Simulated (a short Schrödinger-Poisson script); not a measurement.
Structure: MOS inversion layer, SiO2 on p-type Ge(100), at 300 K.

```csv
layer,material,thickness (nm),Na (cm⁻³)
1,SiO2,1.1,-
2,Ge,280,2.1e18
```

The device is made up for the run: typed textbook-type constants, with dimensions and the other settings drawn at random. SiO2: permittivity 3.9, conduction-band edge (eV) 3.1, gap (eV) 9, electron mass (mₑ) 0.5. Ge: permittivity 16, conduction-band edge (eV) 0, gap (eV) 0.664, Nv at 300 K (cm⁻³) 6e18.

Channel valleys (confinement mass, in-plane density-of-states mass, number): L4 0.12, 0.295, 4. At the gate the conduction-band edge of layer 1 lies 3.36 eV − eVg above the Fermi level of the channel; the field vanishes at the back. Gaps are held at their typed values at every temperature. Mesh 0.03 nm at interfaces.

From a short Schrödinger-Poisson script (our own, NumPy): 1D Poisson equation in equilibrium, electrons quantum, Hartree (BenDaniel-Duke, 12 states a valley, the channel's in-plane mass for all, wave functions free to enter the dielectric), parabolic valleys, classical holes, full ionisation, no traps, pinning or gate leakage.

Only gate voltages with over 1e8 electrons/cm² are shown.

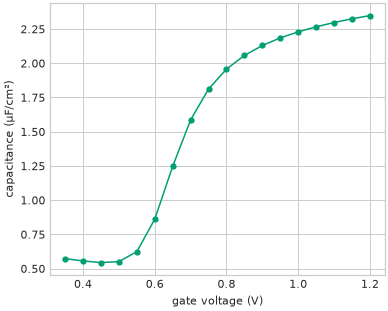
Fig. 1. Quasi-static capacitance against gate voltage

```tsv
Vg (V)	electrons (cm⁻²)	C (μF/cm²)	L4 E0 (meV)	L4 E1 (meV)
0.35	1.23e8	0.573	298.8	432.0
0.4	4.95e8	0.555	262.7	401.3
0.45	2.04e9	0.544	226.1	369.7
0.5	8.46e9	0.551	189.2	337.6
0.55	3.44e10	0.623	153.0	305.8
0.6	1.25e11	0.860	119.5	276.5
0.65	3.50e11	1.25	92.6	253.4
0.7	7.29e11	1.59	73.3	237.4
0.75	1.22e12	1.81	59.4	226.7
0.8	1.79e12	1.96	49.0	219.3
0.85	2.40e12	2.06	40.8	213.9
0.9	3.04e12	2.13	33.9	209.9
0.95	3.71e12	2.18	28.1	206.8
1	4.39e12	2.23	23.0	204.3
1.05	5.09e12	2.27	18.4	202.3
1.1	5.80e12	2.30	14.3	200.7
1.15	6.53e12	2.32	10.4	199.3
1.2	7.26e12	2.35	6.9	198.2
```

Subbands count from the Fermi level.

Only the L valleys are kept; under strong confinement the Δ valleys of Ge fill too.
